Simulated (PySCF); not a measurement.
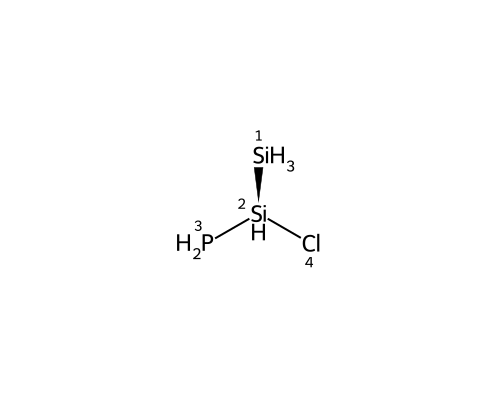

A structural formula, with wedges where it has stereocentres; small numbers name the atoms. The configuration is that of a computed structure (PBE0-D3(BJ)/def2-SVP).

> Give the R/S and E/Z labels.

Si2: R.
